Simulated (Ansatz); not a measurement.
**MoS2 (R3m): refractive index against wavelength**

The refractive index of MoS2 (R3m) along x below the direct gap (2.02 eV on the mesh) is read from one computed spectrum, n = √(Re ε). x, y and z are the Cartesian axes of the input cell.

The structure is trigonal, space group R3m (No. 160). The conventional cell has a = 3.160 Å, b = 3.160 Å, c = 18.450 Å, α = 90.00°, β = 90.00°, γ = 120.00°. Mo on site a has 6 S at 2.39 Å as nearest neighbours. Around S on site a lie 3 Mo at 2.39 Å. Around S on site a lie 3 Mo at 2.39 Å.

Method: Ansatz 0.2.0, PBE, independent particles, k-mesh 8×8×8 with interpolation inside its cells, Gaussian parameter 0.1 eV.

Launch of the response step: `ansatz run input.yaml --threads 4 --pin off --max-ram 8192MiB --backend cpu --events-out ev --progress --plain --runs-dir out`. The run took 60 s, on 4 threads of Intel(R) Xeon(R) Processor @ 2.50GHz (Skylake/Cascade Lake), with other jobs on the host.

```tsv
wavelength (nm)	photon energy E (eV)	n
3000	0.413	4.0418
2000	0.620	4.0845
1550	0.800	4.1389
1310	0.946	4.1987
1064	1.165	?
```

In the single-oscillator model n² − 1 = E₀E_d/(E₀² − E²), so 1/(n² − 1) = E₀/E_d − E²/(E₀E_d) is linear in E².

Working, on the rows shown:

| x = E² (eV²) | y = 1/(n² − 1) |
| --- | --- |
| 0.170801 | 0.0652054 |
| 0.384302 | 0.0637627 |
| 0.639837 | 0.0619944 |
| 0.895757 | 0.0601356 |

Means: x̄ = 0.52267, ȳ = 0.062775. Σ(x − x̄)(y − ȳ) = -0.002068, Σ(x − x̄)² = 0.2959. Slope = -0.002068 / 0.2959 = -0.006989; intercept = ȳ − slope · x̄ = 0.066428. Turned back into n, the line misses the rows shown by at most 0.0012.

**Question.** Predict the last column of the withheld row from the fit.

**Answer.** At x = 1.3578 the line gives y = 0.056937, that is 4.3085. The run gave 4.3230, so the extrapolation is off by 0.014, 5 % of the range in the table.

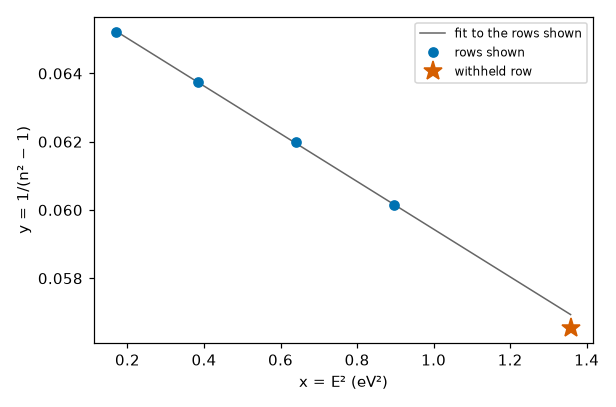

Refitted with all rows, the slope is -0.007305 and the intercept 0.066565. These give E₀ = √(intercept/−slope) = 3.02 eV and E_d = E₀/intercept = 45.4 eV; E₀ is 1.5 times the direct gap. The electronic limit at long wavelengths, without lattice vibrations, is n = √(1 + 1/intercept) = 4.003. Excitons are left out and so are local fields; PBE gaps are as a rule too small. Spin-orbit coupling is left out.

[Logs are printed without paths, hosts, clocks, repeated set-up lines and the standing remarks that a program may print on its own settings, such as how far it seeks lower states.]
